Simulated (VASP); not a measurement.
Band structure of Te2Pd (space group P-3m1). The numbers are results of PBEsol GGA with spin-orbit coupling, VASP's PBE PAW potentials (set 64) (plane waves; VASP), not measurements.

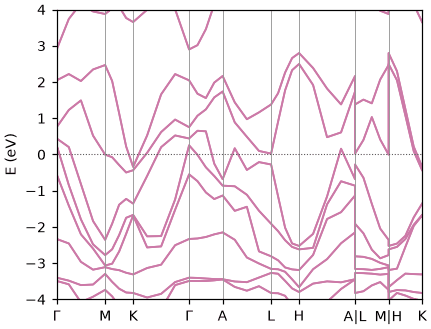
Figure. Bands along high-symmetry lines, zero at the valence-band maximum or, without a gap, the Fermi level

Read the plot: is there a gap, and where are the band edges?

It has no gap at this level: it comes out as a metal or semimetal.

The structure comes from a measured Te2Pd entry (P-3m1) of the Crystallography Open Database, whose conditions weren't checked. It was relaxed first.
